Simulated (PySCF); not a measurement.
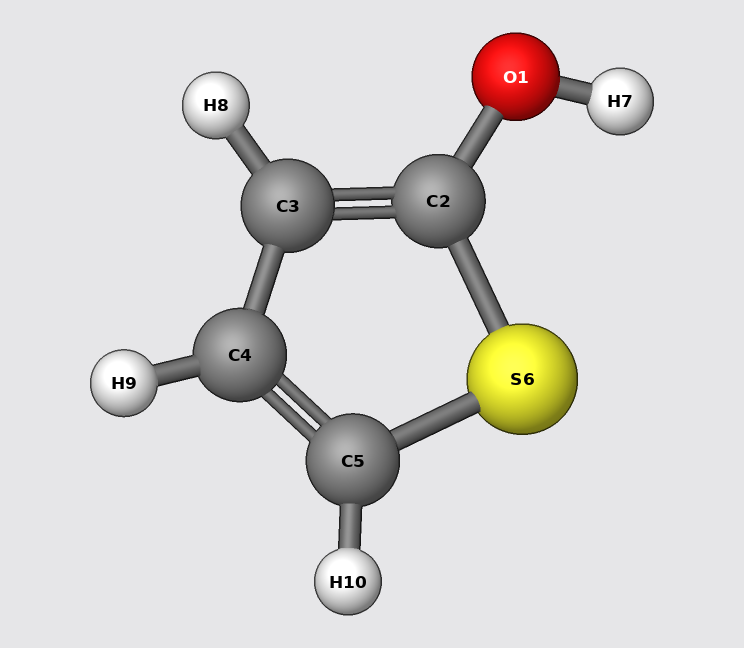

The questions are on Hirshfeld charges. The geometry was computed by an optimisation with PBE0-D3(BJ)/def2-SVP. No frequency run is at hand to confirm it as a minimum. Method: PBE0/pcSseg-1 in benzene (IEF-PCM) (PySCF 2.14.0).

Which atom carries the highest charge (most positive or least negative)?

Answer. H7 (0.19 e).

And the lowest?

Answer. O1 (−0.18 e).

List the Hirshfeld charges.

```
atom  value (e)
  O1      −0.18
  C2       0.04
  C3      −0.11
  C4      −0.08
  C5      −0.10
  S6       0.07
  H7       0.19
  H8       0.06
  H9       0.06
 H10       0.06
```
